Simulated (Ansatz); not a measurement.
# ClGeH₃···H₂: what the fields show

```xyz
7

Ge    0.4539    0.0000   -0.0517
Cl    0.6431    0.0000    2.1052
H     1.8765    0.0000   -0.6222
H    -0.3132    1.2693   -0.4357
H    -0.3132   -1.2693   -0.4357
H    -3.0457    0.0000    1.0198
H    -2.5525    0.0000    1.5782
```

The calculation used RKS PBE0-D4/def2-mTZVP (Ansatz 0.2.0).

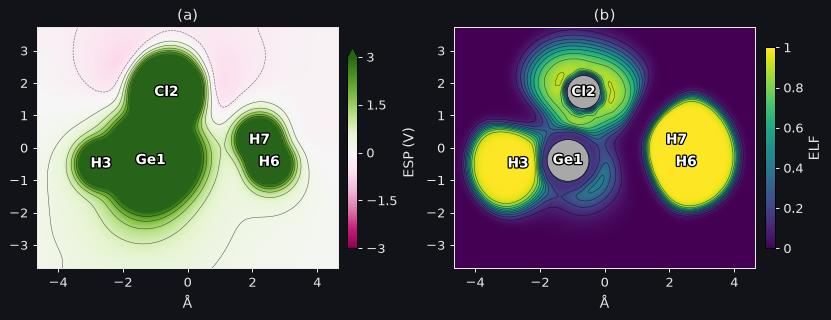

Figure 1. (a) electrostatic potential; (b) ELF on the plane of atoms Cl2, Ge1 and H3. Grey discs cover the atomic cores in the ELF map.

What does the map show?

- The section cuts through Ge, Cl and H sites.
- Ge1···H7 (3.42 Å): the ELF dips to about 0 between them (a weak contact between the two molecules).
- Ge–Cl (2.17 Å): the ELF peaks at about 0.85 in the valence shell of Cl, 0.9 Å from its nucleus, and is about 0.70 at the midpoint.
- H–H (0.75 Å): the ELF peaks at about 1 between the atoms.
- Ge–H (1.53 Å): the ELF climbs to about 1 towards the hydrogen.
- The ELF also peaks beside Cl2, away from the bonds: lone-pair regions.
- Outside the dense part of the complex the potential is most negative (−0.7 V) near Cl2.

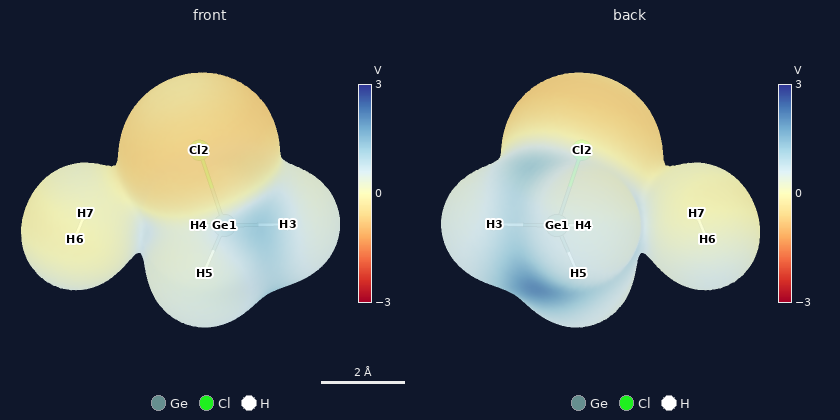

Figure 2. The molecular electrostatic potential painted on the density surface at 0.002 e/bohr³, seen from the front and from behind; red is negative and blue positive.

Describe the electrostatic potential map.

The most negative region (about −0.7 V) lies over Cl2, the most positive (about +2.0 V) over Ge1.

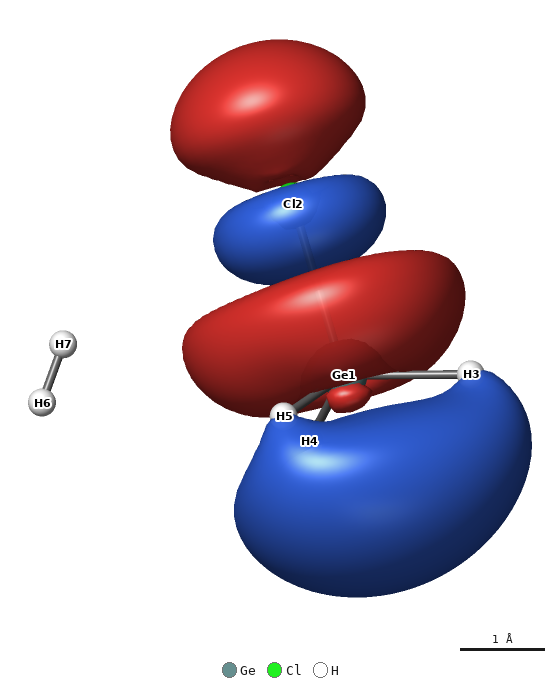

Figure 3. The LUMO at ±0.08 Å⁻³ᐟ² (red and blue are the two phases), seen across its widest extent.

What is the character of this orbital?

By Hirshfeld shares it lies mainly on Ge1 (about 55 %) and Cl2 (about 30 %). Its energy is −0.34 eV.
